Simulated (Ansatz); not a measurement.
TlSbPb₂ (space group R-3m, No. 166). Coordinates: coordinates from a relaxation with Ansatz 0.2.0, DFT, PAW plane waves, pbe; the starting structure was generated, so it need not be a known form of this composition.

```
Pb Sb Tl
1.0
     4.35000    0.00000    0.00000
    -2.17500    3.76721    0.00000
     0.00000    0.00000   25.01869
Pb Sb Tl
6 3 3
Direct
  0.33333 0.66667 0.90783
  0.00000 0.00000 0.75883
  0.00000 0.00000 0.24117
  0.66667 0.33333 0.09217
  0.66667 0.33333 0.57450
  0.33333 0.66667 0.42550
  0.66667 0.33333 0.83333
  0.33333 0.66667 0.16667
  0.00000 0.00000 0.50000
  0.00000 0.00000 0.00000
  0.66667 0.33333 0.33333
  0.33333 0.66667 0.66667
```

Bonds are taken as Pb–Sb below 3.5 Å; Tl is left out of the net, as the electropositive filling of the structure. The graph is simplified in the usual way: terminal and isolated atoms are pruned, two-connected atoms become edges.

Derive the underlying net.

The result is a binodal (3,6)-connected, two-periodic (layers) net: Pb is a 3-connected node; Sb is a 6-connected node, in the ratio 2:1. It is the kgd net, known from the layers of CdI2 (1T type). The layers lie parallel to (001).

```
node  links  point symbol  coordination sequence
  Pb      3           4^3        3 12 9 24 15 36
  Sb      6   4^6.6^6.8^3        6 6 18 12 30 18
```

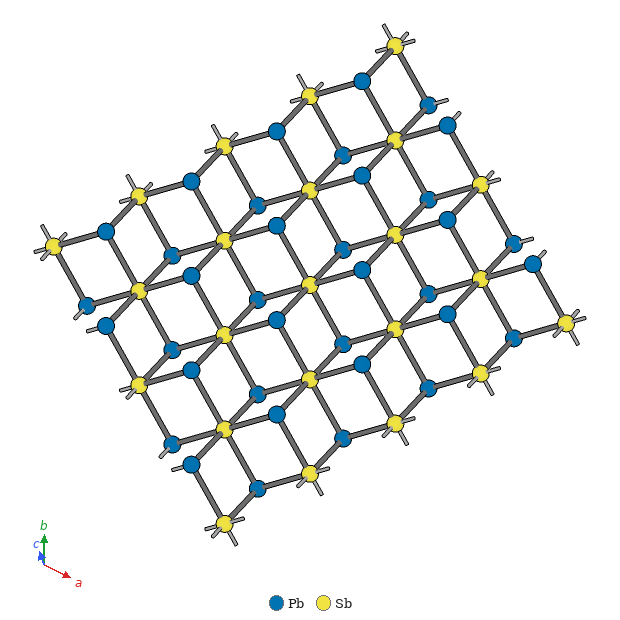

Nodes are coloured by topological kind. One layer is drawn. Short stubs are edges that leave the cut-out.
